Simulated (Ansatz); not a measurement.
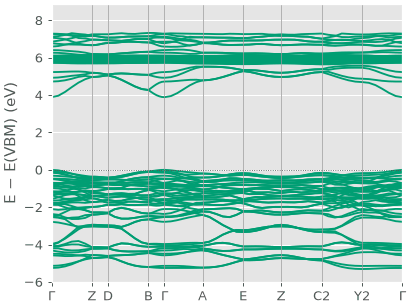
Fig. 1. Band structure from r²SCAN (plane waves, PAW; program Ansatz)

Read off the gap and where the band edges lie.

About 3.9 eV (3.89 eV by a search for the band edges); maximum at Γ, minimum at Γ.

Pick the material that matches.
(A) LaHO2, P2_1/m (La on 2e, H on 2e, O on 2e, O on 2e)
(B) LaSbO4, P2_1/c (Pearson symbol mP24)
(C) KLaGeS4, P2_1 (Pearson symbol mP14)
(D) HfO2, P2_1/c (Hf on 4e, O on 4e, O on 4e)

B, LaSbO4, P2_1/c (Pearson symbol mP24)

The workflow started from a Materials Project entry (that database holds measured and hypothetical structures alike); the Crystallography Open Database copy checked does not list it. Its standing as an ambient phase is unchecked. Symmetry was held in the r²SCAN relaxation; its stability against distortions is not shown here. Spin–orbit coupling is left out wherever it is not named.

Potentials: the later of the program's two PAW sets.
